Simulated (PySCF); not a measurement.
```yaml
atoms:
  - { symbol: C, position_ang: [2.3820, -0.6827, 0.3708] }
  - { symbol: C, position_ang: [1.1985, -1.0057, -0.3726] }
  - { symbol: C, position_ang: [0.2025, -1.2810, -0.9967] }
  - { symbol: C, position_ang: [-1.0127, -1.5293, -1.6854] }
  - { symbol: O, position_ang: [-1.9904, -0.8202, -1.6360] }
  - { symbol: S, position_ang: [-0.2434, 2.3825, 0.5974] }
  - { symbol: C, position_ang: [-1.8383, 1.5048, 0.6932] }
  - { symbol: O, position_ang: [0.6821, 1.6613, 1.5020] }
  - { symbol: H, position_ang: [2.1573, 0.1429, 1.0484] }
  - { symbol: H, position_ang: [3.1753, -0.3822, -0.3128] }
  - { symbol: H, position_ang: [2.7152, -1.5487, 0.9418] }
  - { symbol: H, position_ang: [-1.0013, -2.4561, -2.2915] }
  - { symbol: H, position_ang: [-1.8680, 0.7204, -0.0609] }
  - { symbol: H, position_ang: [-2.6232, 2.2270, 0.4962] }
  - { symbol: H, position_ang: [-1.9401, 1.0751, 1.6840] }
```

Geometry: GFN2-xTB; at this geometry the atoms fall into two loosely joined parts.

The calculation used PySCF, UKS B3LYP, pcH-1 on C H O S, non-relativistic, mean-field spin-orbit, GIAO.

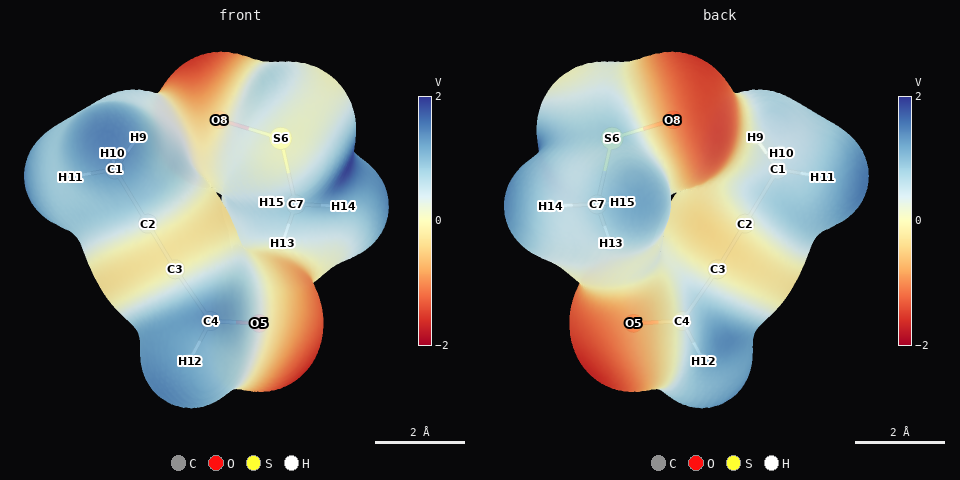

C₅H₇O₂S (doublet). The electrostatic potential painted on the density surface at 0.004 e/bohr³, seen from the front and from behind; the colour scale runs from red (negative) to blue (positive).

> Where is the surface potential most negative and most positive?

The most negative region (about −1.6 V, or −37 kcal/mol for a unit charge) lies over O5, the most positive (about +1.8 V, or +42 kcal/mol for a unit charge) over S6. O5 is the likeliest acceptor of a hydrogen bond.
